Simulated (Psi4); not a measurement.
# UHF/def2-TZVPPD run of AlO (oxoaluminum)

What is the vertical ionisation energy of AlO (oxoaluminum) at UHF/def2-TZVPPD? 

The calculation is run with Psi4 1.11.

2 further runs of the same task are left out: 2 that didn't finish.

## Step 1: The molecule

The species is AlO (2 atoms), meant as a doublet with charge 0. As SMILES, `[O]=[Al]`. The shape is that of a PBE0-D4/def2-TZVP optimisation.

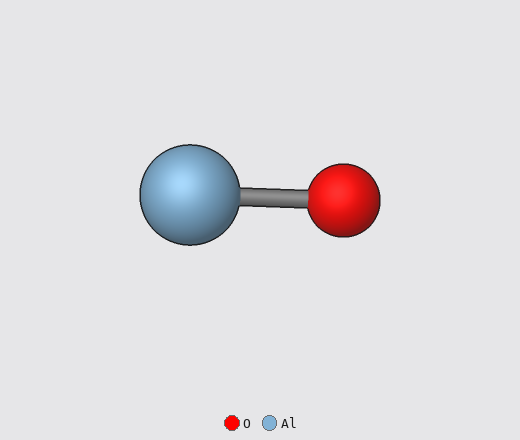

The structure, seen from a chosen angle (oxygen red, aluminium light blue).

## Step 2: Energy and gradient at UHF/def2-TZVPPD

File alo.py:

```python
import psi4

psi4.set_memory(2200000000)
psi4.set_num_threads(1)
psi4.set_output_file('psi4.out', False)

m = psi4.geometry("""
0 2
O      0.00000000     0.00000000    -0.04709198
Al     0.00000000     0.00000000     3.01405648
units au
symmetry c1
no_reorient
no_com
""")

options = {'reference': 'uhf', 'puream': True, 'e_convergence': 1e-09, 'd_convergence': 1e-06, 'scf_type': 'pk', 'maxiter': 150, 'level_shift': 0.3, 'level_shift_cutoff': 1e-09}
psi4.set_options(options)

energy_value, wavefunction = psi4.gradient('scf/def2-TZVPPD', return_wfn=True)
psi4.oeprop(wavefunction, 'LOWDIN_CHARGES', 'MAYER_INDICES', 'DIPOLE')
print('gradient / Eh bohr^-1')
print(energy_value.np.round(6))
print(f'energy = {wavefunction.energy():.10f} Eh')
```

On the command line:

```
$ python alo.py
```

psi4.out:

```text
[...]
  Running in c1 symmetry.
[...]
  Nuclear repulsion =   33.974177129586195
[...]
  Multiplicity = 2
[...]
  Nalpha       = 11
  Nbeta        = 10
[...]
    Number of basis functions: 88
[...]
   @UHF iter   1:  -316.49462135553824   -7.44934e-01   8.68894e-03 DIIS/ADIIS/SHIFT
[...]
   @UHF iter 143:  -316.77841203245043    7.90578e-10   8.18723e-07 DIIS/SHIFT
[...]
   @S^2 Observed:                8.100287798E-01
[...]
    Orbital Energies [Eh]
    ---------------------
    Alpha Occupied:
       1A    -58.493417     2A    -20.577717     3A     -4.907885
       4A     -3.225009     5A     -3.215901     6A     -3.215901
       7A     -1.310638     8A     -0.663300     9A     -0.522256
      10A     -0.522253    11A     -0.354768
    Alpha Virtual:
      12A      0.343827    13A      0.343827    14A      0.362122
      15A      0.382976    16A      0.415971    17A      0.418689
      18A      0.418689    19A      0.438109    20A      0.438109
      21A      0.475729    22A      0.475729    23A      0.505615
      24A      0.617738    25A      0.639669    26A      0.639669
[...]
  @UHF Final Energy:  -316.77841203245043
   => Energetics <=
    Nuclear Repulsion Energy =             33.9741771295861952
    One-Electron Energy =                -508.4415742833022023
    Two-Electron Energy =                 157.6889851212655174
    Total Energy =                       -316.7784120324504329
  UHF NO Occupations:
  HONO-2 :    9  A 1.9972698
  HONO-1 :   10  A 1.9764342
[...]
  -Total Gradient:
     Atom            X                  Y                   Z
    ------   -----------------  -----------------  -----------------
       1       -0.000002673891    -0.000006535864     0.034216405971
       2        0.000002673891     0.000006535864    -0.034216405972
[...]
 Multipole Moments:
 ------------------------------------------------------------------------------------
     Multipole            Electronic (a.u.)      Nuclear  (a.u.)        Total (a.u.)
 ------------------------------------------------------------------------------------
 L = 1.  Multiply by 2.5417464519 to convert [e a0] to [Debye]
 Dipole X            :         -0.0000350            0.0000000           -0.0000350
 Dipole Y            :         -0.0000855            0.0000000           -0.0000855
 Dipole Z            :        -37.8966782           38.8059984            0.9093202
 Magnitude           :                                                    0.9093202
[...]
```

On the terminal:

```text
gradient / Eh bohr^-1
[[-3.0000e-06 -7.0000e-06  3.4216e-02]
 [ 3.0000e-06  7.0000e-06 -3.4216e-02]]
energy = -316.7784120325 Eh
```

Run time: 26 s. Hardware: 1 thread of Intel Xeon at 2.50GHz (Skylake/Cascade Lake), shared host; peak memory 0.32 GiB.

## Step 3: The singlet cation: the energy at HF/def2-TZVPPD

File input.json:

```json
{
 "schema_name": "qcschema_input",
 "schema_version": 1,
 "molecule": {
  "schema_name": "qcschema_molecule",
  "schema_version": 2,
  "symbols": ["O", "Al"],
  "geometry": [0.0, 0.0, -0.04709198, 0.0, 0.0, 3.01405648],
  "molecular_charge": 1,
  "molecular_multiplicity": 1,
  "fix_symmetry": "c1"
 },
 "driver": "energy",
 "model": {
  "method": "scf",
  "basis": "def2-TZVPPD"
 },
 "keywords": {
  "puream": true,
  "e_convergence": 1e-09,
  "d_convergence": 1e-08,
  "scf_type": "pk",
  "scf_properties": ["DIPOLE", "QUADRUPOLE", "WIBERG_LOWDIN_INDICES"]
 }
}
```

On the command line:

```
$ psi4 --qcschema input.json -n 1 --memory 2200MB
```

stdout:

```text
[...]
  Running in c1 symmetry.
[...]
  Nuclear repulsion =   33.974177129586195
[...]
  Multiplicity = 1
[...]
  Nalpha       = 10
  Nbeta        = 10
[...]
    Number of basis functions: 88
[...]
   @RHF iter   1:  -316.07791069150920   -3.28224e-01   8.69390e-03 ADIIS/DIIS
[...]
   @RHF iter  13:  -316.39351779171358   -6.82121e-13   1.29307e-09 DIIS
[...]
    Orbital Energies [Eh]
    ---------------------
    Doubly Occupied:
       1A    -58.863819     2A    -20.817283     3A     -5.270038
       4A     -3.580047     5A     -3.580047     6A     -3.578600
       7A     -1.470000     8A     -0.726576     9A     -0.726576
      10A     -0.704848
[...]
  @RHF Final Energy:  -316.39351779171358
   => Energetics <=
    Nuclear Repulsion Energy =             33.9741771295861952
    One-Electron Energy =                -502.0997234116524623
    Two-Electron Energy =                 151.7320284903526328
    Total Energy =                       -316.3935177917136343
[...]
 Multipole Moments:
 ------------------------------------------------------------------------------------
     Multipole            Electronic (a.u.)      Nuclear  (a.u.)        Total (a.u.)
 ------------------------------------------------------------------------------------
 L = 1.  Multiply by 2.5417464519 to convert [e a0] to [Debye]
 Dipole X            :         -0.0000000            0.0000000           -0.0000000
 Dipole Y            :          0.0000000            0.0000000            0.0000000
 Dipole Z            :          3.6951772           -0.5640171            3.1311601
 Magnitude           :                                                    3.1311601
 L = 2.  Multiply by 1.3450342976 to convert [e a0^2] to [Debye ang]
 Quadrupole XX       :         -8.8012530            0.0000000           -8.8012530
 Quadrupole XY       :         -0.0000000            0.0000000           -0.0000000
[...]
```

The result, in JSON:

```text
{
 "driver": "energy",
 "model": {
  "method": "scf",
  "basis": "def2-TZVPPD"
 },
 "success": true,
 "return_result": -316.3935177917136,
 "properties": {
  "calcinfo_nbasis": 88,
  "calcinfo_nmo": 88,
  "calcinfo_nalpha": 10,
  "calcinfo_nbeta": 10,
  "calcinfo_natom": 2,
  "nuclear_repulsion_energy": 33.974177129586195,
  "return_energy": -316.3935177917136,
  "scf_one_electron_energy": -502.09972341165246,
  "scf_two_electron_energy": 151.73202849035263,
  "scf_dipole_moment": [-8.41139883278205e-09, 6.397743326702201e-10, 3.1311601402031934],
  "scf_total_energy": -316.3935177917136,
  "scf_iterations": 13
 }
}
```

It took 6.9 s on 1 thread of Intel Xeon at 2.50GHz (Skylake/Cascade Lake), shared host; peak memory 0.32 GiB.

## Step 4: What came out

Level: UHF/def2-TZVPPD.

```
                                          quantity          value
                         doublet AlO: total energy  -316.77841 Eh
                        doublet AlO: dipole moment         2.31 D
   doublet AlO: HOMO energy (highest over α and β)       -9.65 eV
                                 doublet AlO: ⟨S²⟩          0.810
             doublet AlO: largest force on an atom     1.759 eV/Å
                      singlet cation: total energy  -316.39352 Eh
                       singlet cation: HOMO energy      -19.18 eV
                       singlet cation: LUMO energy       -9.48 eV
                     singlet cation: HOMO–LUMO gap        9.70 eV
vertical ionisation energy (to the singlet cation)      10.474 eV
```

**Reading.** Removing an electron at fixed nuclei costs 10.47 eV (1011 kJ/mol). The largest force (doublet AlO) is 1.76 eV/Å: the shape isn't a stationary point for this species at this level. Only the singlet of the ionised species was computed; a triplet could lie lower.
